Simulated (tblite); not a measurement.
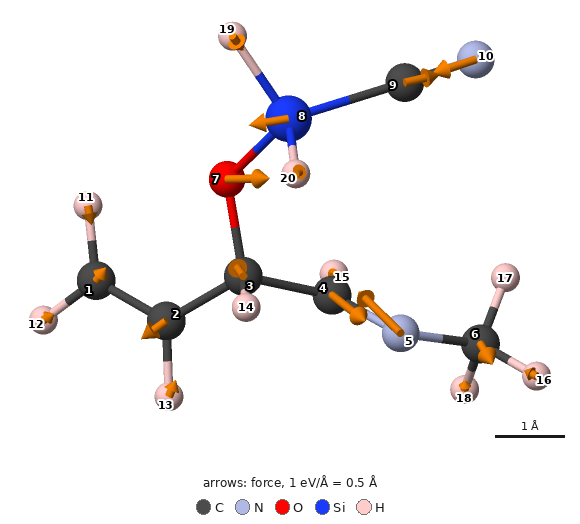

Starting geometry of C6H10N2OSi with the computed forces as orange arrows. The picture is a ball-and-stick view, seen at a tilt.

Computed with GFN2-xTB geometry optimisation, gas phase (tblite). 

### What follows when this structure is relaxed?

It isn't relaxed: the largest force vector, on N5, is 2.91 eV/Å. The final displacements have little in common with the starting forces (cosine between the two patterns 0.18). H15 moves most after the best rigid fit: 0.75 Å. Largest moves by element: H 0.75 Å, O 0.43 Å, N 0.37 Å, C 0.23 Å, Si 0.15 Å. Some distances before and after: O7–Si8 1.677 → 1.612 Å, C4–N5 1.294 → 1.252 Å, Si8–H19 1.492 → 1.453 Å, N5–C6 1.465 → 1.428 Å. Among the angles between lasting bonds that change: C3–O7–Si8 118.2° → 131.3°, H19–Si8–H20 105.8° → 118.0°, C4–N5–C6 111.8° → 120.6°. Groups turn about N5–C6 by about 60°, O7–Si8 by about 25°, C3–C4 by about 20°. After 111 geometry steps the energy has fallen by 11.9 kcal/mol.
